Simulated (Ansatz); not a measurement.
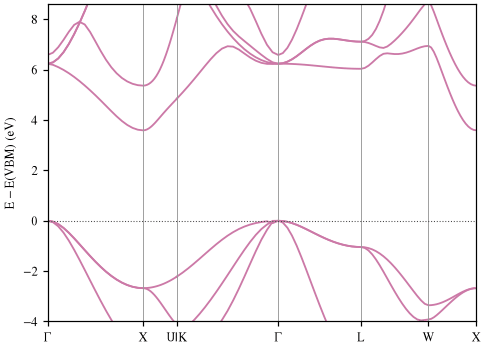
Figure: Band structure from DFT-r²SCAN in the program Ansatz with PAW potentials

Q: Read off the gap and where the band edges lie.

A: About 3.6 eV (3.59 eV by a search for the band edges); maximum at Γ, minimum at X.

The material is BeS (zinc blende, F-43m).

The r²SCAN relaxation kept the symmetry of its start; phonons on a q-mesh show no instability.

Potentials: the later of the program's two PAW sets.
